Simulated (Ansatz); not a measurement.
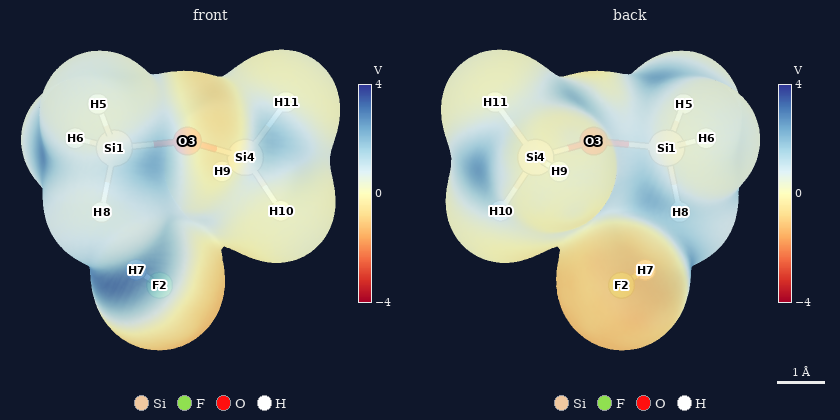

Figure. H6OSi2···HF. The electrostatic potential painted on the density surface at 0.004 e/bohr³, seen from the front and from behind; the colour scale runs from red (negative) to blue (positive).

The product side of a reaction path; geometry: PBE0-D4/def2-TZVP.

Theory: RKS PBE0-D4/def2-TZVPP (Ansatz).

```
atom    x (Å)    y (Å)    z (Å)
  Si  -0.2915   0.3881   1.5038
   F   1.1898  -2.0922  -0.1437
   O  -0.1723   0.8813  -0.0367
  Si  -0.2585   0.5111  -1.6357
   H  -0.3023   1.5676   2.3986
   H  -1.4984  -0.4474   1.7192
   H   1.2957  -1.6348   0.6562
   H   0.9066  -0.4382   1.8713
   H  -1.1327  -0.6697  -1.8431
   H   1.1021   0.2465  -2.1593
   H  -0.8384   1.6876  -2.3307
```

### Where is the surface potential most negative and most positive?

The most negative region (about −1.1 V) lies over F2, the most positive (about +3.0 V) over H7.
